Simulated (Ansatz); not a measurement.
**HF (hydrogen fluoride) at HF/STO-3G**

Aim: the electronic atomisation energy of HF (hydrogen fluoride) at HF/STO-3G, from 3 runs. 

The calculation is run with Ansatz 0.2.0.

37 further runs of the same task are left out: 37 set aside as unsound or not needed.

## (1) The molecule

HF: 2 atoms, total charge 0, spin state singlet. SMILES: `F`. The shape is that of a PBE0-D4/def2-TZVP optimisation.

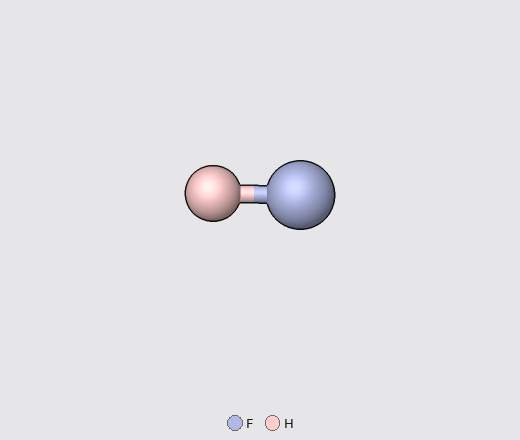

Viewed from a chosen angle; fluorine light blue, hydrogen pink.

## (2) The energy at HF/STO-3G

The input, molecule.yaml:

```yaml
crystal:
  periodic: [false, false, false]
  atoms:
    - symbol: F
      position_ang: [-0.390000, 0.144600, -0.196400]
    - symbol: H
      position_ang: [0.390000, -0.144600, 0.196400]
basis:
  gaussian: {orbitals: STO-3G}
hamiltonian: {xc: hf}
accuracy: high
output: {orbitals: {seedname: orbitals}}
```

Launch:

```bash
$ ansatz run molecule.yaml --threads 1 --pin off --max-ram 3480MiB --events-out events.jsonl --progress --plain --runs-dir runs
```

The program printed:

```text
Warning: RAYON_NUM_THREADS=1 ignored (pool sized by the plan → 1); use --threads N
Functional definition: HF
  name "HF"
  exchange = exact_x
  correlation = 0
77 factors; integrals over basis functions are off by at most 3.5e-8 eV
mean field evaluation 1: about -2681.1060 eV, gradient 1.6e1 eV
mean field evaluation 2: about -2681.1167 eV, gradient 1.6e1 eV
mean field evaluation 4: about -2682.2569 eV, gradient 3.0e-1 eV
mean field evaluation 8: about -2682.2562 eV, gradient 6.2e-6 eV
mean field -2682.25618086 eV, -98.5710965481 hartree, gradient 4.8e-9 eV, S^2 0.000000; 0 other end points of the search recorded, 0 dependent functions left out
reference -2682.25618086 eV, -98.5710965481 hartree; 5, 5 occupied and 1, 1 virtual orbitals, 77 factors
Total energy: -2682.25618086 eV, -98.5710965481 hartree
```

Run time: 0.04 s. Hardware: 1 thread of Arm Neoverse V1, shared host.

## (3) The F atom

The input, in.yaml:

```yaml
crystal:
  periodic: [false, false, false]
  atoms:
    - {symbol: F, position_ang: [0.000000, 0.000000, 0.000000]}
basis:
  gaussian: {orbitals: STO-3G}
magnetization: {spin_polarized: true, initial_magnetization: 1}
hamiltonian: {xc: hf}
accuracy: high
```

Run the same way, it converges to -97.98651 Eh (log not shown).

## (4) The H atom, same level

The input, job.yaml:

```yaml
crystal:
  periodic: [false, false, false]
  atoms:
    - {symbol: H, position_ang: [0.000000, 0.000000, 0.000000]}
basis:
  gaussian: {orbitals: STO-3G}
magnetization: {spin_polarized: true, initial_magnetization: 1}
hamiltonian: {xc: hf}
accuracy: high
```

Run the same way, it converges to -0.46658 Eh (log not shown).

## (5) What came out

At HF/STO-3G:

| quantity | value |
| --- | --- |
| molecule: total energy | -98.57110 Eh |
| molecule: HOMO energy | -12.63 eV |
| molecule: LUMO energy | 17.03 eV |
| molecule: HOMO–LUMO gap | 29.66 eV |
| F atom: total energy | -97.98651 Eh |
| F atom: ⟨S²⟩ | 0.750 |
| H atom: total energy | -0.46658 Eh |
| H atom: ⟨S²⟩ | 0.750 |
| electronic atomisation energy | 3.211 eV |

What this shows: Taking the molecule apart into free atoms costs 3.21 eV (310 kJ/mol), before zero-point energy and without spin-orbit coupling. Hartree–Fock lacks the correlation of the bonding pairs, which as a rule makes this value much too low; in minimal bases other errors can mask that. In a minimal basis such a difference can be off by several eV, whatever the method.
